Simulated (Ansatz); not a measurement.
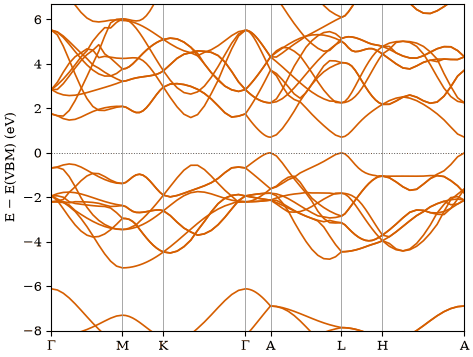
Figure: Band structure from plane-wave PAW r²SCAN (Ansatz code)

Read off the gap and where the band edges lie.

About 0.7 eV (0.70 eV by a search for the band edges); maximum at L, minimum at A.

Which compound is it?
(A) GaN, rock salt
(B) PbS, rock salt
(C) BeS, rock salt
(D) InAs, zinc blende

B, PbS, rock salt

Space group Fm-3m (rock salt). The cell was relaxed with r²SCAN under the symmetry of its start. Spin–orbit coupling is left out wherever it is not named.

Potentials: the earlier of the program's two PAW sets.
